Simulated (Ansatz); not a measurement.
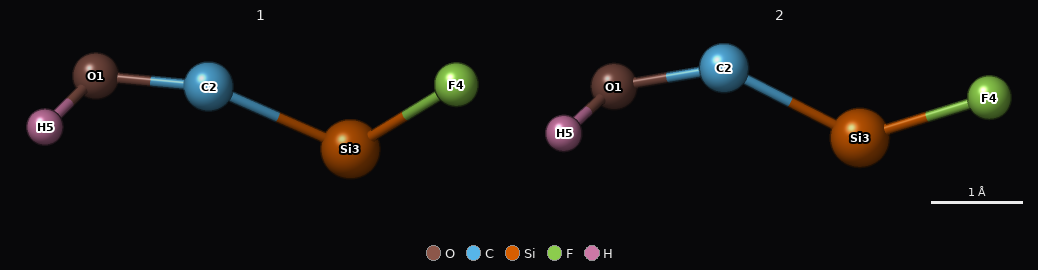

Two geometries of CHFOSi, drawn at one scale. One is the start of a relaxation, the other its converged end. A ball-and-stick model, seen face on.

Level of theory: Ansatz 0.2.0, RKS PBE/def2-SVP. Settings: no spin polarisation; force threshold 0.015 eV/Å; at most 40 steps.

Which one is relaxed?

Answer. Structure 1 is the relaxed one. The run prepares an end point of a later path (torsion) calculation, from a guessed geometry. After 9 geometry steps the energy has fallen by 24.5 kJ/mol. The largest force component goes from 1.5 to 0.0091 eV/Å. The largest move after the best rigid fit is that of F4, 0.26 Å. By element the largest moves are F 0.26 Å, Si 0.25 Å, C 0.24 Å, O 0.15 Å, H 0.10 Å. Near-neighbour distances that change, for instance: Si3–F4 1.614 → 1.657 Å, O1–C2 1.329 → 1.289 Å, C2–Si3 1.723 → 1.763 Å, O1–H5 0.971 → 0.992 Å. Bond angles that change, for instance: O1–C2–Si3 132.0° → 148.8°, C2–Si3–F4 126.3° → 110.1°. The run took 30 s on 1 thread of Arm Neoverse N1, on a shared host, peak memory 0.16 GiB.
